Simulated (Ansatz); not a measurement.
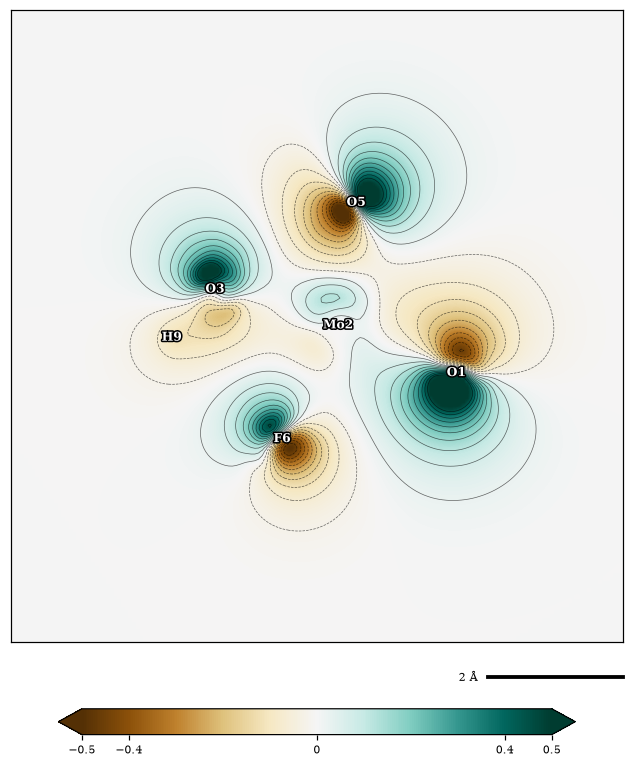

F₂H₄MoO₄ (SMILES [OH][Mo]([OH])([OH])([OH])([F])[F]). The HOMO−1 on the plane of atoms O3, Mo2 and F6 (values in Å⁻³ᐟ²; the overall sign is arbitrary).

Geometry: PBE0-D4/def2-TZVP; core potentials replace the inner electrons of Mo.

Method: Ansatz 0.2.0, RKS PBE0-D4/def2-TZVPP.

Input file:

```
crystal:
  periodic: [false, false, false]
  atoms:
    - {symbol: O, position_ang: [-1.048877, -1.377770, 0.790764]}
    - {symbol: Mo, position_ang: [0.018863, -0.005760, 0.024694]}
    - {symbol: O, position_ang: [1.248901, 1.330790, -0.534924]}
    - {symbol: O, position_ang: [-0.305511, -0.954795, -1.518368]}
    - {symbol: O, position_ang: [-1.200258, 1.329316, -0.318814]}
    - {symbol: F, position_ang: [1.631844, -0.919293, 0.309568]}
    - {symbol: F, position_ang: [0.129164, 0.476706, 1.833950]}
    - {symbol: H, position_ang: [-1.084589, -1.387245, 1.753301]}
    - {symbol: H, position_ang: [2.179273, 1.118786, -0.403541]}
    - {symbol: H, position_ang: [-0.599167, -1.871166, -1.538233]}
    - {symbol: H, position_ang: [-0.969654, 2.260442, -0.398386]}
basis:
  gaussian: {orbitals: def2-TZVPP}
hamiltonian: {xc: pbe0, dispersion: d4}
output: {orbitals: {seedname: orbitals}}
```

Launched as:

```sh
ansatz run in.yaml --threads 8 --pin off --events-out ev --progress --plain --max-ram 20889MiB
```

Q: Describe this orbital and give its energy.

A: It lies mainly on O1 (about 30 %), O3 (about 30 %), O4 (about 10 %) and O5 (about 10 %); largely a combination of lone pairs on O1, O3, O4 and O5. Its energy is −9.62 eV.
